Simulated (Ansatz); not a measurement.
fcc Au was calculated with LDA in Ansatz (plane waves, PAW).

Settings: plane-wave cutoff 520 eV, 24×24×24 k mesh, Fermi–Dirac smearing 0.05 eV, scalar-relativistic PAW data made under PBE.

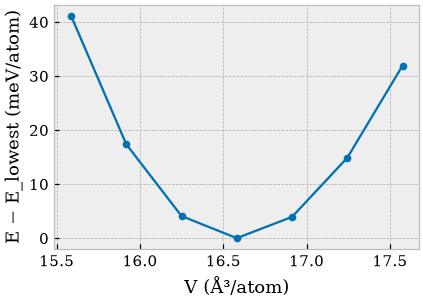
*Total energy against volume*

**Question.** From the curve, estimate the equilibrium volume and the bulk modulus.

**Answer.** V0 ≈ 16.6 Å³/atom and B0 ≈ 190 GPa; the fit gives V0 = 16.576 Å³/atom, B0 = 194 GPa, B′ = 5.8.

Measured, for comparison: bulk modulus 182 GPa (0 K value with the zero-point phonon effect removed, our sources range from 175 to 182; as tabulated in Mejia-Rodriguez and Trickey (2018), arXiv:1807.09216); equilibrium volume per atom 16.76 Å³/atom (static lattice: zero-point anharmonic expansion removed; as tabulated in Mejia-Rodriguez and Trickey (2018), arXiv:1807.09216). Computed (rounded) less measured: bulk modulus +7 % (+7 % to +11 % over the range), equilibrium volume per atom -1.1 %.

Spin–orbit coupling is not included; it can shift volumes and moduli of such heavy elements.

The computed numbers hold no vibrational or temperature effects.

It cost about 50 core-seconds (a rough figure) of CPU time.

Ansatz is an electronic-structure program.
